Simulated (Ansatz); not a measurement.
Structure data:

```
K Cl
1.0
     6.28975    0.00000    0.00000
     0.00000    6.28975    0.00000
     0.00000    0.00000    6.28975
K Cl
4 4
Direct
  0.00000 0.00000 0.00000
  0.00000 0.50000 0.50000
  0.50000 0.00000 0.50000
  0.50000 0.50000 0.00000
  0.50000 0.00000 0.00000
  0.50000 0.50000 0.50000
  0.00000 0.00000 0.50000
  0.00000 0.50000 0.00000
```

Q: Characterise the structure given above.

A: The solid is KCl. Space group Fm-3m (No. 225), lattice face-centred cubic. The structure is of the kind named rock salt (NaCl type). Counting shared atoms by their share gives 4 K, 4 Cl, or 8 atoms. The K atoms are each bonded to six Cl in an octahedral arrangement at 3.14 Å. The Cl atoms are each bonded to six K in an octahedral arrangement at 3.14 Å. The bonds build a three-dimensional framework.

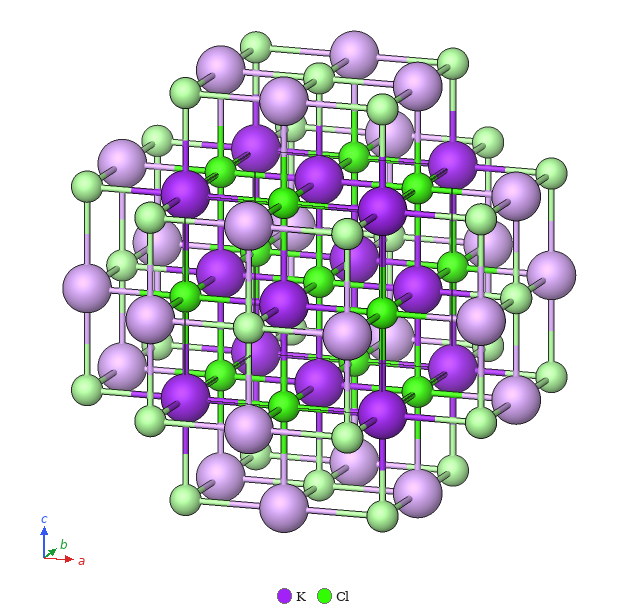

Ball-and-stick representation of a periodic structure, projected slightly off an axis. The conventional unit cell is drawn as a box. Periodic images bonded to atoms of the box are shown as well, in fainter colours.

The structure comes from a structure listed in the Materials Project. Earlier steps of the study may have refined or changed the cell and positions. An electronic-structure calculation with Ansatz was run on it.
